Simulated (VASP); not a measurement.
Band structure of ZnS (wurtzite). All values below come from optB88-vdW, VASP's PBE PAW potentials (set 64) (plane waves; VASP).

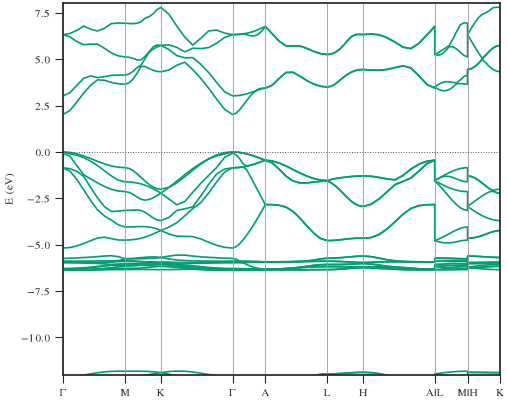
Bands along high-symmetry lines, zero at the valence-band maximum or, without a gap, the Fermi level

Problem. Read the plot: is there a gap, and where are the band edges?

Solution. The gap is direct, 2.02 eV, from the valence maximum at Γ to the conduction minimum at Γ. (Edges off the drawn lines would not show.)

Measured: gap 3.91 eV (computed value off by -1.89 eV), as given by Mehmet Aras et al., The Journal of Chemical Physics (2014), arXiv:1312.4272.

The compound is ZnS in the wurtzite structure, the high-temperature form. It was relaxed first.
